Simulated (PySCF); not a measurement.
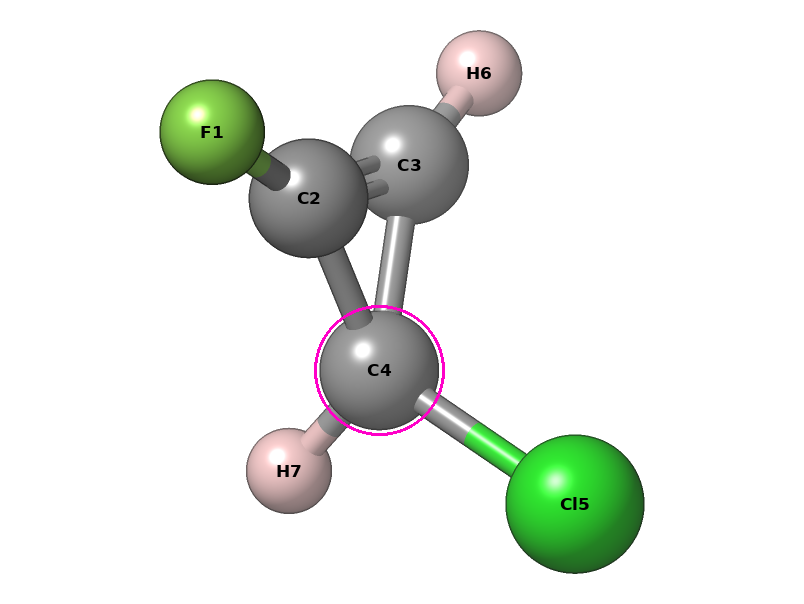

Distant atoms are faded towards the background colour. Circles mark the stereogenic atoms. Computed geometry: PBE0-D3(BJ)/def2-SVP optimisation. No frequency run is at hand to confirm it as a minimum.

Q: Give the R/S and E/Z labels.

A: C4: R (priorities Cl5 > C2 > C3 > H7).
